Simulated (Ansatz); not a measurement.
**CH₆Si + HCl: a complex and its separated parts**

Aim: how far the complex at one end of a reaction step lies below its separated, relaxed parts, level by level.

Method: PBE0-D4/def2-TZVP structures, single points in def2-TZVPP, no counterpoise correction; program: Ansatz 0.2.0, Gaussian basis.

Levels: SPW92, PBE-D4, BLYP-D4, r2SCAN-D4, B97M-V, PBE0-D4, B3LYP-D4, r2SCAN0-D4, BHLYP-D4, CAM-B3LYP-D4, wB97X-V, wB97M-V, B2PLYP, PBE-QIDH, RPA on PBE, Hartree-Fock, MP2, CCSD, CCSD(T).

Correlated methods freeze the cores. B3LYP uses VWN-RPA correlation. B2PLYP carries no dispersion term here.

94 further runs of the same task are left out: 94 set aside as unsound or not needed.

### 1 Where the work starts

The complex: 10 atoms, charge 0, spin multiplicity 1.

Atoms are counted from 1 here; the program's logs count them from 0.

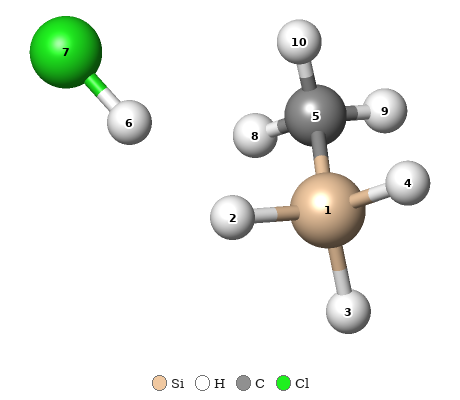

As it starts; silicon light orange, hydrogen white, carbon grey, chlorine green; atoms are numbered from 1 in the order of the file.

As a file:

```
Si   -0.9923   -0.4803   -0.2689
H    -0.1445   -0.5658   -1.4990
H    -1.4704   -1.8567    0.0240
H    -2.1598    0.3767   -0.6020
C    -0.0088    0.2225    1.1531
H     1.5388    0.2814   -1.6041
Cl    2.6543    0.9185   -1.5507
H     0.8592   -0.4024    1.3738
H    -0.6263    0.2783    2.0524
H     0.3496    1.2277    0.9214
```

Its parts: CH₆Si holds atoms 1, 2, 3, 4, 5, 8, 9, 10; HCl holds atoms 6, 7. Each part counts its atoms afresh in its own runs.

### 2 Relaxing CH₆Si alone

Contents of relax-a/in.yaml:

```yaml
crystal:
  periodic: [false, false, false]
  atoms:
    - {symbol: Si, position_ang: [-0.992301, -0.480322, -0.268919]}
    - {symbol: H, position_ang: [-0.144459, -0.565820, -1.498952]}
    - {symbol: H, position_ang: [-1.470396, -1.856679, 0.024018]}
    - {symbol: H, position_ang: [-2.159840, 0.376662, -0.602030]}
    - {symbol: C, position_ang: [-0.008783, 0.222549, 1.153100]}
    - {symbol: H, position_ang: [0.859241, -0.402361, 1.373808]}
    - {symbol: H, position_ang: [-0.626333, 0.278270, 2.052418]}
    - {symbol: H, position_ang: [0.349627, 1.227725, 0.921435]}
basis:
  gaussian: {orbitals: def2-TZVP}
hamiltonian: {xc: pbe0, dispersion: d4}
relax: {f_tol: 0.005, max_steps: 200}
```

Command:

```
> ansatz run in.yaml --threads 4 --pin off --events-out ev --progress --plain --max-ram 9574MiB
```

The runs that follow: Relaxing HCl alone; SPW92/def2-TZVPP; PBE-D4/def2-TZVPP; BLYP-D4/def2-TZVPP; r2SCAN-D4/def2-TZVPP; B97M-V/def2-TZVPP; PBE0-D4/def2-TZVPP; B3LYP-D4/def2-TZVPP; r2SCAN0-D4/def2-TZVPP; BHLYP-D4/def2-TZVPP; CAM-B3LYP-D4/def2-TZVPP; wB97X-V/def2-TZVPP; wB97M-V/def2-TZVPP; B2PLYP/def2-TZVPP; PBE-QIDH/def2-TZVPP; RPA on PBE/def2-TZVPP; CCSD(T)/def2-TZVPP; Vibrations of CH₆Si; Vibrations of HCl.

What does the calculation give? Wanted: complex less parts, CCSD(T)/def2-TZVPP; with zero-point energy; largest T1 diagnostic.

The runs gave:

| quantity | value |
| --- | --- |
| complex less parts, CCSD(T)/def2-TZVPP | -6.7 kJ/mol |
| with zero-point energy | -3.1 kJ/mol |
| largest T1 diagnostic | 0.010 |

**Reading.** At CCSD(T) the complex lies 6.7 kJ/mol below its parts. Among the functionals PBE-QIDH lands nearest to CCSD(T) (+0.6 kJ/mol) and SPW92 farthest (-11.4 kJ/mol). Mean unsigned error by rung: LDA 11.4, GGA 4.4, meta-GGA 2.4, hybrid 2.3, range-separated hybrid 1.5, double hybrid 1.3 kJ/mol. PBE-D4 gives a relative energy 5.3 kJ/mol too low, an error of 79 % of the reference. No counterpoise was applied, and triple zeta lacks some correlation, so the CCSD(T) reference has a basis error of its own, and close matches with it are partly luck.
